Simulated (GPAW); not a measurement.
# Na/Pd(110) in an electric field, part 2 of 2

How does Na/Pd(110) screen a perpendicular field?

GPAW 26.7.0; GPAW, PAW setups; slab in vacuum, relaxation (the session's first sound run).

So far, dipole along the normal (e·Å): step 2 (relaxation) 0.102; step 3 (the slab's potential) 0.102; step 4 (In a field) -0.0417.

## Step 5: In a field

run.py

```python
import json
import numpy as np
from ase import Atoms
from gpaw import GPAW, PW
from gpaw.external import ConstantElectricField

slab = Atoms(
    ['Pd', 'Pd', 'Pd', 'Pd', 'Pd', 'Na'],
    positions=[
        [0.00000, 0.00000, 9.00000],
        [1.94500, 1.37532, 10.37532],
        [0.00000, 0.00000, 11.75065],
        [1.94500, 1.37532, 13.24730],
        [0.00000, -0.00000, 14.53970],
        [0.00000, 0.00000, 17.24822]],
    cell=[[3.89, 0.0, 0.0], [0.0, 2.75065, 0.0], [0.0, 0.0, 26.70379]],
    pbc=[True, True, False])

slab.calc = GPAW(mode=PW(400), xc='PBE', kpts={'size': (8, 11, 1), 'gamma': True},
                 occupations={'name': 'fermi-dirac', 'width': 0.1}, nbands='160%',
                 convergence={'density': 1e-05}, maxiter=200,
                 poissonsolver={'dipolelayer': 'xy'},
                 external=ConstantElectricField(-0.1, [0, 0, 1]),
                 symmetry={'tolerance': 1e-3}, txt='slab.txt')
result = {}
energy = slab.get_potential_energy()
fermi = slab.calc.get_fermi_level()
v = slab.calc.get_electrostatic_potential().mean((0, 1)) - fermi
n = slab.calc.get_pseudo_density().mean((0, 1))
L = slab.cell[2, 2]
z = np.arange(len(v)) * L / len(v)
low, high = slab.positions[:, 2].min(), slab.positions[:, 2].max()
below, above = np.interp([low - 6.8, high + 6.8], z, v)
slopes = [np.interp(x, z, np.gradient(v, z)) for x in (low - 6.8, high + 6.8)]
eps = np.array([[slab.calc.get_eigenvalues(k, s) for k in range(len(slab.calc.get_ibz_k_points()))]
                for s in range(slab.calc.get_number_of_spins())]) - fermi
top, bottom = eps[eps < 0].max(), eps[eps > 0].min()
dipole = slab.get_dipole_moment()[2]
print(f'energy {energy:.4f} eV, Fermi level {fermi:.4f} eV, dipole {dipole:.5f} e A')
print(f'potential 6.8 A off the faces, from the Fermi level: lower {below:.4f} eV, upper {above:.4f} eV')
print(f'slope of the potential there: lower {slopes[0]:.5f}, upper {slopes[1]:.5f} eV/A')
print(f'nearest levels on the mesh: {top:.4f} and {bottom:.4f} eV')
print('magnetic moment', round(slab.get_magnetic_moment(), 3))
result.update(energy=energy, fermi=fermi, dipole=dipole, below=below, above=above, slopes=slopes, edges=[top, bottom],
              z=z.tolist(), v=v.tolist(), n=n.tolist(), positions=slab.positions.tolist(),
              forces=slab.get_forces(apply_constraint=False).tolist(), moments=slab.get_magnetic_moments().tolist())
json.dump(result, open('result.json', 'w'))
```

Started as:

```
$ OMP_NUM_THREADS=1 OPENBLAS_NUM_THREADS=1 python run.py
```

What it wrote:

```text
energy -18.5289 eV, Fermi level 0.0164 eV, dipole 0.03019 e A
potential 6.8 A off the faces, from the Fermi level: lower 4.1916 eV, upper 3.6805 eV
slope of the potential there: lower 0.00008, upper 0.00019 eV/A
nearest levels on the mesh: -0.0092 and 0.0033 eV
magnetic moment 0.0
```

Elapsed: 11 min, on 1 thread of Arm Neoverse V2, shared host; peak memory 0.55 GiB.

This step gave:

- dipole along the normal: 0.03019 e·Å
- levels nearest the Fermi level on the mesh: -0.009155, 0.003292 eV from the Fermi level
- potential below the slab, the applied field's own ramp left out: 4.192 eV from the Fermi level
- potential above the slab, the applied field's own ramp left out: 3.681 eV from the Fermi level

The electrostatic potential energy of an electron (without an applied field's), less the Fermi level, planar mean oscillates, so the rows of the table below give means over windows of 1.39 Å about each position, cut where the curve ends. Its maxima inside the range that stand out by 2 % of the span (Å: eV): 9.7: -5.92, 11.1: -6.15, 12.5: -4.20, 13.9: -6.90, 15.8: 3.24. Its minima: 9.0: -12.9, 10.4: -13.5, 11.7: -13.3, 13.2: -13.3, 14.5: -12.7, 17.3: -4.26.

The electrostatic potential energy of an electron (without an applied field's), less the Fermi level, planar mean by z; means over each step:

```csv
z (Å),"electrostatic potential energy of an electron (without an applied field's), less the Fermi level, planar mean (eV)"
0.69,4.16
2.08,4.19
3.48,4.19
4.87,4.19
6.26,4.16
7.65,2.75
9.04,-8.64
10.43,-9.66
11.82,-9.14
13.21,-9.30
14.60,-8.08
15.99,2.09
17.38,-2.47
18.77,2.19
20.16,3.53
21.55,3.67
22.94,3.68
24.33,3.68
25.72,3.68
```

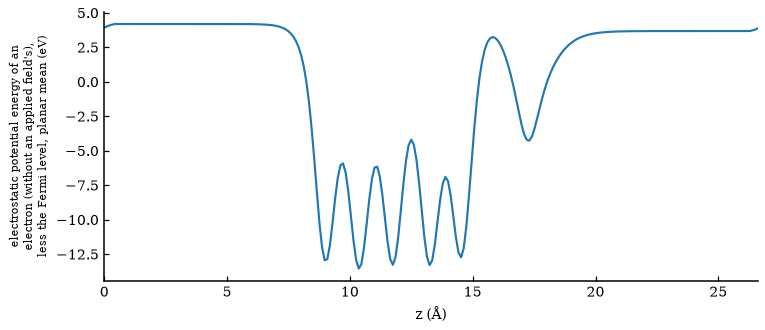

Electrostatic potential energy of an electron (without an applied field's), less the Fermi level, planar mean against z.

Force by atom:

```csv
atom,x (eV/Å),y (eV/Å),z (eV/Å),size
Pd1,0.000,0.000,0.100,0.100
Pd2,0.000,0.000,-0.356,0.356
Pd3,0.000,0.000,0.217,0.217
Pd4,0.000,0.000,0.021,0.021
Pd5,0.000,0.000,0.003,0.003
Na6,0.000,0.000,0.004,0.004
```

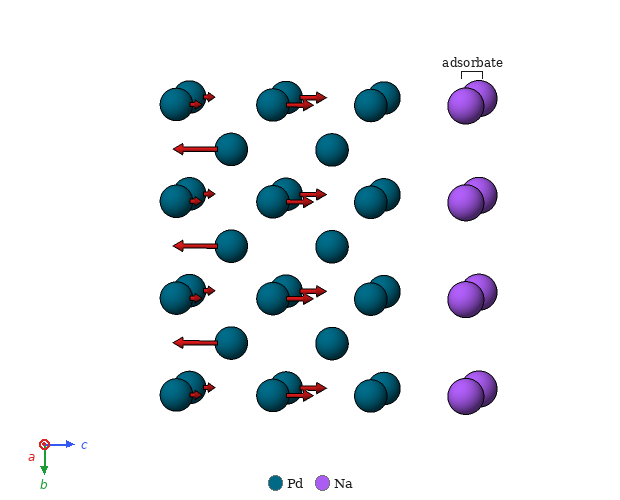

Force as arrows, the longest 0.356 eV/Å. 1×3×1 cells are drawn. Some periodic images of atoms are drawn too.

The dipole is now 0.0302 e Å, against 0.10 in the run without a field.

## Step 6: Field on

Changes to run.py since step 5:

```diff
@@ -22,3 +22,3 @@
                  poissonsolver={'dipolelayer': 'xy'},
-                 external=ConstantElectricField(-0.1, [0, 0, 1]),
+                 external=ConstantElectricField(-0.05, [0, 0, 1]),
                  symmetry={'tolerance': 1e-3}, txt='slab.txt')
```

What it wrote:

```text
energy -18.5315 eV, Fermi level 0.0252 eV, dipole 0.06596 e A
potential 6.8 A off the faces, from the Fermi level: lower 4.4785 eV, upper 3.3624 eV
slope of the potential there: lower 0.00002, upper 0.00018 eV/A
nearest levels on the mesh: -0.0092 and 0.0033 eV
magnetic moment 0.0
```

Elapsed: 12 min, on 1 thread; peak memory 0.55 GiB.

## Step 7: In a field

Changes to run.py since step 6:

```diff
@@ -22,3 +22,3 @@
                  poissonsolver={'dipolelayer': 'xy'},
-                 external=ConstantElectricField(-0.05, [0, 0, 1]),
+                 external=ConstantElectricField(0.05, [0, 0, 1]),
                  symmetry={'tolerance': 1e-3}, txt='slab.txt')
```

What it wrote:

```text
energy -18.5419 eV, Fermi level 0.0413 eV, dipole 0.13726 e A
potential 6.8 A off the faces, from the Fermi level: lower 5.0531 eV, upper 2.7314 eV
slope of the potential there: lower 0.00007, upper 0.00013 eV/A
nearest levels on the mesh: -0.0092 and 0.0032 eV
magnetic moment 0.0
```

It took 11 min on 1 thread; peak memory 0.55 GiB.

## Step 8: Field on

Changes to run.py since step 7:

```diff
@@ -22,3 +22,3 @@
                  poissonsolver={'dipolelayer': 'xy'},
-                 external=ConstantElectricField(0.05, [0, 0, 1]),
+                 external=ConstantElectricField(0.1, [0, 0, 1]),
                  symmetry={'tolerance': 1e-3}, txt='slab.txt')
```

What it wrote:

```text
energy -18.5498 eV, Fermi level 0.0480 eV, dipole 0.17272 e A
potential 6.8 A off the faces, from the Fermi level: lower 5.3412 eV, upper 2.4197 eV
slope of the potential there: lower 0.00006, upper 0.00012 eV/A
nearest levels on the mesh: -0.0093 and 0.0032 eV
magnetic moment 0.0
```

Wall time 9.9 min (1 thread); peak memory 0.55 GiB.

The electrostatic potential energy of an electron (without an applied field's), less the Fermi level, planar mean oscillates, so the rows of the table below give means over windows of 2.5 Å about each position, cut where the curve ends. Its maxima inside the range that stand out by 2 % of the span (Å: eV): 3.7: 5.34, 9.7: -5.19, 11.1: -5.70, 12.5: -4.02, 13.9: -7.01, 15.8: 2.76. Its minima: 9.0: -12.1, 10.4: -12.9, 11.7: -13.0, 13.2: -13.3, 14.5: -13.0, 17.3: -5.07.

Electrostatic potential energy of an electron (without an applied field's), less the Fermi level, planar mean against z; means over each step:

```csv
z (Å),"electrostatic potential energy of an electron (without an applied field's), less the Fermi level, planar mean (eV)"
0.0,5.12
2.5,5.34
5.0,5.34
7.5,2.84
10.0,-8.93
12.5,-9.29
15.0,-4.26
17.5,-1.66
20.0,2.16
22.5,2.42
25.0,2.42
```

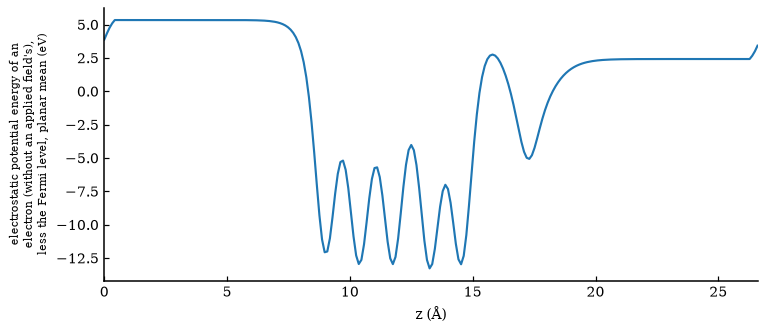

Electrostatic potential energy of an electron (without an applied field's), less the Fermi level, planar mean, plotted against z.

The dipole is now 0.173 e Å, against 0.10 in the run without a field.

## Step 9: Field on

Changes to run.py since step 8:

```diff
@@ -22,3 +22,3 @@
                  poissonsolver={'dipolelayer': 'xy'},
-                 external=ConstantElectricField(0.1, [0, 0, 1]),
+                 external=ConstantElectricField(0.2, [0, 0, 1]),
                  symmetry={'tolerance': 1e-3}, txt='slab.txt')
```

What it wrote:

```text
energy -18.5708 eV, Fermi level 0.0601 eV, dipole 0.24370 e A
potential 6.8 A off the faces, from the Fermi level: lower 5.9207 eV, upper 1.7989 eV
slope of the potential there: lower 0.00003, upper 0.00008 eV/A
nearest levels on the mesh: -0.0092 and 0.0032 eV
magnetic moment 0.0
```

Elapsed: 11 min, on 1 thread; peak memory 0.55 GiB.

The electrostatic potential energy of an electron (without an applied field's), less the Fermi level, planar mean oscillates, so the rows of the table below give means over windows of 2.5 Å about each position, cut where the curve ends. Its maxima inside the range that stand out by 2 % of the span (Å: eV): 3.7: 5.92, 9.7: -4.83, 11.1: -5.48, 12.5: -3.94, 13.9: -7.06, 15.8: 2.51. Its minima: 9.0: -11.6, 10.4: -12.6, 11.7: -12.8, 13.2: -13.3, 14.5: -13.1, 17.3: -5.47.

Table of electrostatic potential energy of an electron (without an applied field's), less the Fermi level, planar mean by z; means over each step:

```csv
z (Å),"electrostatic potential energy of an electron (without an applied field's), less the Fermi level, planar mean (eV)"
0.0,5.61
2.5,5.92
5.0,5.92
7.5,3.39
10.0,-8.60
12.5,-9.20
15.0,-4.43
17.5,-2.08
20.0,1.56
22.5,1.80
25.0,1.80
```

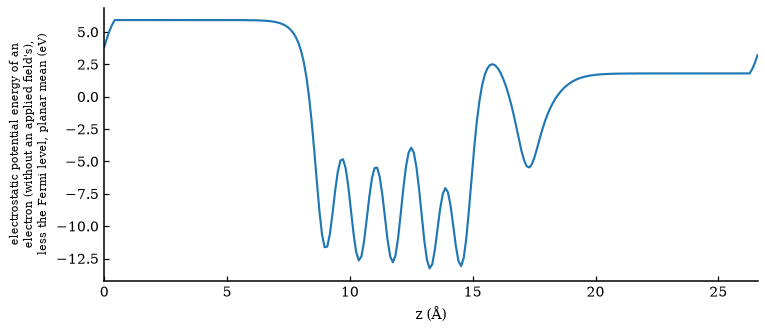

Electrostatic potential energy of an electron (without an applied field's), less the Fermi level, planar mean against z.

The dipole is now 0.244 e Å, against 0.10 in the run without a field.

## Step 10: Field on

Changes to run.py since step 9:

```diff
@@ -22,3 +22,3 @@
                  poissonsolver={'dipolelayer': 'xy'},
-                 external=ConstantElectricField(0.2, [0, 0, 1]),
+                 external=ConstantElectricField(0.3, [0, 0, 1]),
                  symmetry={'tolerance': 1e-3}, txt='slab.txt')
```

What it wrote:

```text
energy -18.5990 eV, Fermi level 0.0695 eV, dipole 0.31434 e A
potential 6.8 A off the faces, from the Fermi level: lower 6.5022 eV, upper 1.1859 eV
slope of the potential there: lower 0.00002, upper 0.00007 eV/A
nearest levels on the mesh: -0.0093 and 0.0031 eV
magnetic moment 0.0
```

Wall time 11 min (1 thread); peak memory 0.55 GiB.

The dipole is now 0.314 e Å, against 0.10 in the run without a field.

## Step 11: The series

The members are put on one axis.

This step: induced dipole against applied field (GPAW 26.7.0).

The dipole along the normal by field:

```csv
field (V/Å),dipole along the normal (e·Å)
-0.200,-0.0417
-0.100,0.0302
-0.050,0.0660
0.000,0.102
0.050,0.137
0.100,0.173
0.200,0.244
0.300,0.314
```

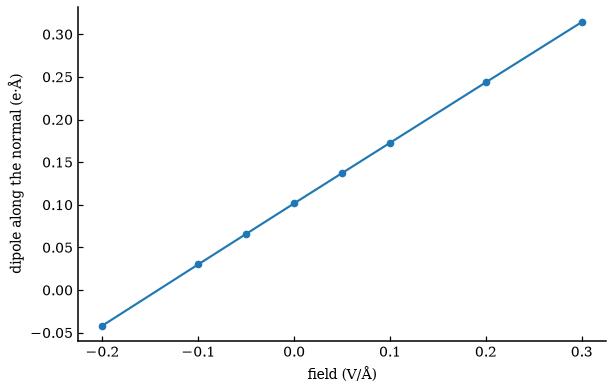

Dipole along the normal, plotted against field.

## Step 12: A changed run

One more run, with changed settings.

This step: GPAW, PAW setups; slab in vacuum (GPAW 26.7.0).

Changes to run.py since step 10:

```diff
@@ -4,3 +4,2 @@
 from gpaw import GPAW, PW
-from gpaw.external import ConstantElectricField
 
@@ -18,7 +17,6 @@
 
-slab.calc = GPAW(mode=PW(400), xc='PBE', kpts={'size': (8, 11, 1), 'gamma': True},
+slab.calc = GPAW(mode=PW(400), xc='PBE', kpts={'size': (1, 1, 1), 'gamma': True},
                  occupations={'name': 'fermi-dirac', 'width': 0.1}, nbands='160%',
-                 convergence={'density': 1e-05}, maxiter=200,
+                 convergence={'density': 1e-05}, maxiter=100,
                  poissonsolver={'dipolelayer': 'xy'},
-                 external=ConstantElectricField(0.3, [0, 0, 1]),
                  symmetry={'tolerance': 1e-3}, txt='slab.txt')
```

What it wrote:

```text
energy -27.7941 eV, Fermi level -1.0636 eV, dipole 0.09251 e A
potential 6.8 A off the faces, from the Fermi level: lower 5.9119 eV, upper 4.3475 eV
slope of the potential there: lower -0.00003, upper 0.00009 eV/A
nearest levels on the mesh: -0.0179 and 0.0285 eV
magnetic moment 0.0
```

It took 16 s on 1 thread; peak memory 0.19 GiB.

The run finished. A setting was moved off its sound value on purpose, so it serves as a test and not as the result.

The fault put into the input: one k-point (kpts = [1, 1]).

Side by side:

```csv
quantity,this run,sound run,difference
dipole along the normal (e·Å),0.092506,0.10172,-0.00922
upper work function (eV),4.3475,3.0463,1.30
lower work function (eV),5.9119,4.7662,1.15
```

The two runs differ clearly in the upper work function: 4.35 eV against 3.05 eV.

## Step 13: Results

* work function, upper and lower face: 3.046 and 4.766 eV
* dipole along the normal: 0.102 e Å
* induced dipole per field: 0.712 e Å per V/Å
* out-of-plane polarisability per area, α/(ε0 A): 12.0 Å

**Reading.** The field induces 0.712 e Å per V/Å, a polarisable thickness α/(ε0 A) of 12.0 Å beside 8.25 Å between the outermost nuclei. A perfect conductor would give the distance between its two image planes; a dielectric of thickness t gives t(1 - 1/ε). The two faces differ by 1.7 eV, the step that the slab's dipole makes (e p/(ε0 A) gives 1.7 eV), so the dipole layer is needed. The induced dipole is linear in the field over this range. The cell of 10.7 Å² holds one Na, started on one chosen site; other sites and coverages weren't tried. The in-plane lattice was kept as typed, which isn't the functional's own and leaves some strain; spin-orbit coupling and temperature are left out.

[Logs are printed without paths, hosts, clocks, repeated set-up lines and the standing remarks that a program may print on its own settings, such as how far it seeks lower states.]

[Hosts, paths, dates, database ids (printed as entryN), source tags and the programs' standing remarks are cut or masked in the printed files.]
